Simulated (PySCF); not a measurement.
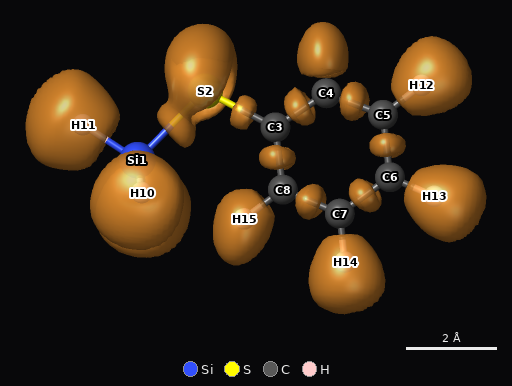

The picture shows: C₆H₇SSi (doublet). Isosurface of the electron localisation function at 0.8 (orange), seen across its widest extent. Core shells and regions of very low density are left out.

Geometry: GFN2-xTB.

Computed with PySCF, UKS B3LYP, pcH-1 on C H S Si, non-relativistic, mean-field spin-orbit, GIAO.

```xyz
15

Si    3.0891   -0.2226    0.4150
S     1.7419    1.4518    0.3648
C     0.1123    0.7911    0.1483
C    -0.9398    1.6507   -0.0115
C    -2.2372    1.2889   -0.1804
C    -2.5254   -0.0777   -0.1929
C    -1.4958   -0.9873   -0.0363
C    -0.1865   -0.5723    0.1352
H     2.7959   -1.0429    1.5855
H     2.9431   -0.9822   -0.8218
H     4.3722    0.4481    0.5163
H    -3.0224    2.0193   -0.3018
H    -3.5441   -0.4114   -0.3240
H    -1.7111   -2.0462   -0.0447
H     0.6034   -1.2992    0.2623
```

Q: Identify the bonds, lone pairs and shells in this picture.

A: At this value the surface marks out six regions between bonded C–C atoms (shared pairs), one region between bonded C–S atoms (shared pairs), seven regions around hydrogen nuclei, one region on S in which the atom's valence shell and bonds are merged and one lobe on C, pointing away from the bonds (non-bonding electrons). Profiles from the grid: C–C (1.36 Å): the ELF peaks at about 0.95 between the atoms; a covalent bond. C–S (1.77 Å): the ELF peaks at about 0.90 between the atoms, as expected for a covalent bond.
